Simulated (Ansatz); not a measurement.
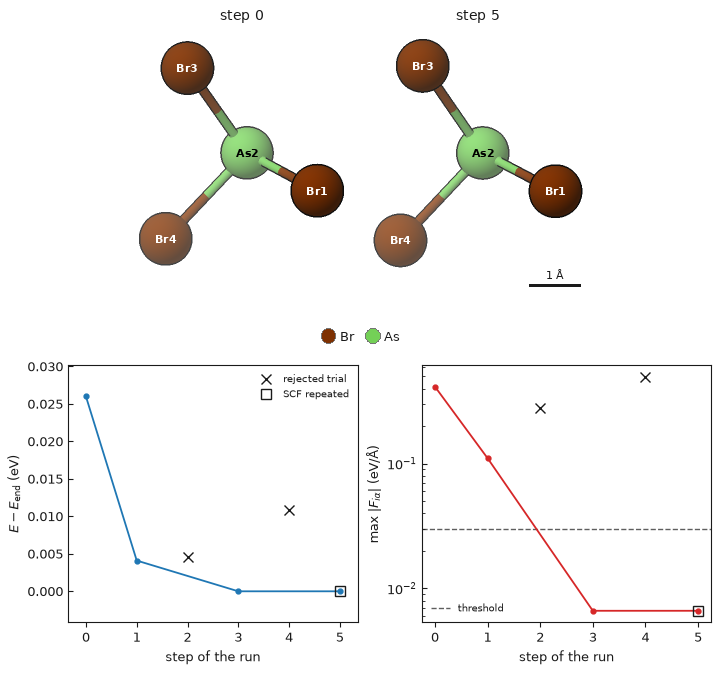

First and last geometry of a relaxation of AsBr3 (coarse preliminary run), with the history of the run. A ball-and-stick model, seen at a tilt.

The start comes from a force field.

Theory: RKS PBE-D4/def2-SVP (Ansatz). Settings: force threshold 0.03 eV/Å; at most 200 steps.

Question: What do the curves and the structures tell?

Answer: It converged. The largest moves after the best rigid fit, 0.047 Å, are those of Br1, Br3 and Br4. By element the largest moves are Br 0.047 Å, As 0.013 Å. Among the contacts that change: As2–Br3 2.337 → 2.370 Å. After 2 accepted moves (5 points after the start) the energy has fallen by 0.026 eV. Largest force component: 0.41 eV/Å at the start, 0.0066 eV/Å at the end. The line search rejected the trial steps at points 2, 4 of the run. 1 step only repeated the SCF at the same geometry. The forces were under the threshold at step 3, but the run went on from there.

| step | E − E(0), eV | largest force component, eV/Å | note |
| --- | --- | --- | --- |
| 0 | 0.0000 | 0.4143 |  |
| 1 | -0.0219 | 0.1107 |  |
| 2 | -0.0214 | 0.2813 | rejected |
| 3 | -0.0260 | 0.0066 |  |
| 4 | -0.0151 | 0.4951 | rejected |
| 5 | -0.0260 | 0.0066 | same geometry, SCF repeated |
